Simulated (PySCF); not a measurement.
Input

```
{"job": {"kind": "uv", "xc": "B3LYP", "basis": "def2-SVPD", "nstates": 8, "ntriplets": 3}, "charge": 0, "multiplicity": 1}
O      1.712188     0.935541     1.131462
Si     1.278314     0.414637    -0.332729
C     -0.172760    -0.837765    -0.201483
C     -1.392558    -0.187811     0.361727
F     -1.171874     0.359228     1.579320
F     -2.428595    -1.030864     0.528508
F     -1.853345     0.816015    -0.404942
H      1.101012     1.262222     1.789192
H      0.835917     1.500007    -1.203291
H      2.448684    -0.317637    -0.785374
H     -0.438760    -1.242819    -1.174750
H      0.082976    -1.671438     0.451051
```

Command:

```sh
OMP_NUM_THREADS=1 python probes_run.py task.json out
```

Geometry: GFN2-xTB.

The calculation used PySCF 2.14.0, B3LYP/def2-SVPD, SCF density, gas phase.

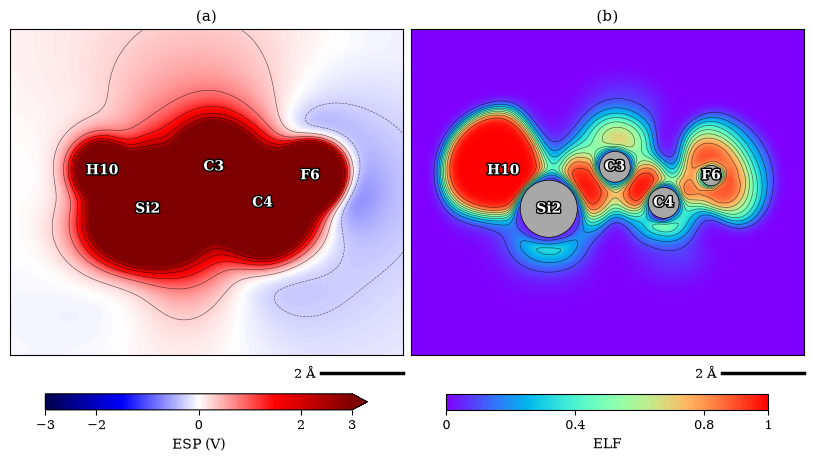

C2H5F3OSi. (a) electrostatic potential; (b) electron localisation function on the plane of atoms C3, Si2 and H10. Grey discs cover the atomic cores in the ELF map.

> Read the bonding off the picture.

Atoms in the plane: Si, C, F and H.
C–F (1.35 Å): the ELF peaks at about 0.85 between the atoms (a polar covalent bond).
C–C (1.49 Å): the ELF peaks at about 1 between the atoms: localised, covalent bonding.
C–Si (1.92 Å): the ELF peaks at about 1 between the atoms: a shared electron pair.
Si–H (1.45 Å): the ELF climbs to about 1 towards the hydrogen, as it does in any bond to H.
The ELF also peaks beside F6, away from the bonds: lone-pair regions.
Outside the dense part of the molecule the potential is most negative (−0.6 V) near F6.
